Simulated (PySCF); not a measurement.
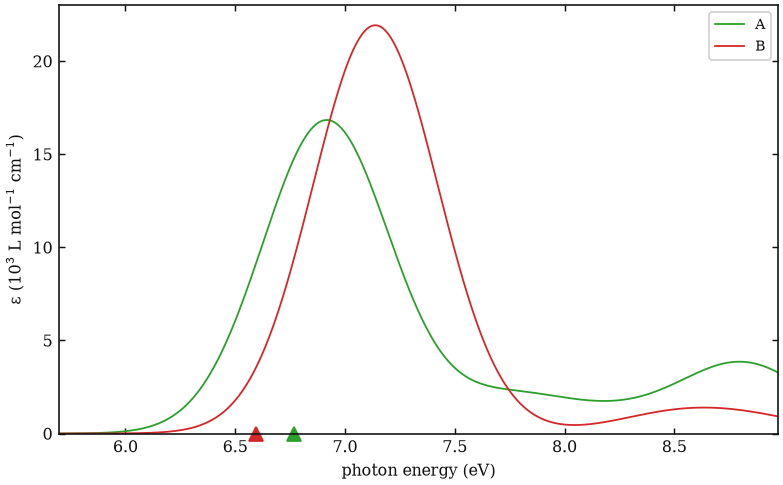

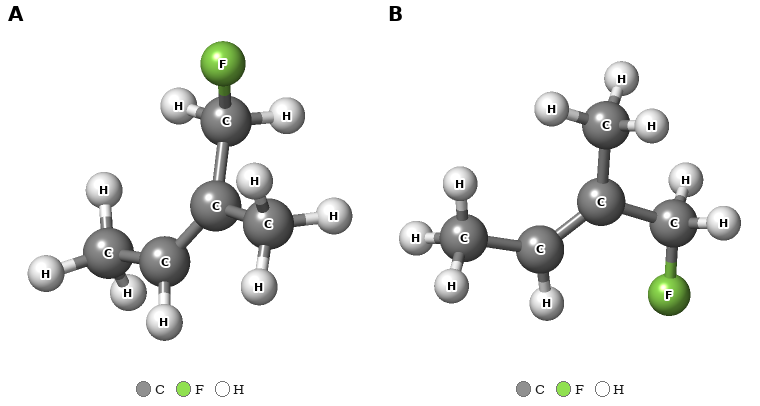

Related molecules: A is C₅H₉F, SMILES C/C=C(/C)CF; B is C₅H₉F, SMILES C/C=C(\C)CF. Vertical TDDFT absorption, CAM-B3LYP/def2-SVPD with PySCF 2.14.0, at a PBE0-D3(BJ)/def2-SVP geometry (no frequency check); Gaussians of 1/e half-width 0.40 eV, triangles mark S1, and the range ends where the computed states of one molecule run out.

How does the lowest singlet move?

A: 6.77 eV (f = 0.065, mainly HOMO → LUMO (62 %)); B: 6.60 eV (f = 0.001, mainly HOMO → LUMO (93 %)). From A to B it shifts 0.17 eV to the red, but one of these states is bright and the other nearly dark, so it isn't one band that moves.

And the brightest state of each within the range drawn?

A: S2 at 6.94 eV, f = 0.36; B: S2 at 7.13 eV, f = 0.53.

Caveats, for all or some of the runs: core orbitals are frozen in the response; one conformer of a flexible molecule; states above the negative HOMO energy depend on the basis.
